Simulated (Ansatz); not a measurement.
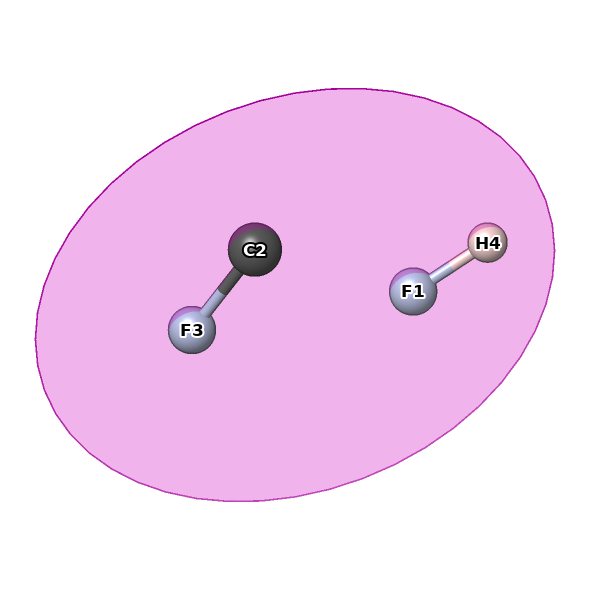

A disc through the centre of mass is drawn in. Depth is shown by fading: the farther an atom, the more it takes the colour of the background. Charge +1, singlet. The geometry was computed by an optimisation with PBE0-D4/def2-TZVP. No frequency run is at hand to confirm it as a minimum.

Is the plane of the disc a mirror plane of the structure?

Yes. The reflection leaves F1, C2, F3, H4 in place. The point group is Cs.
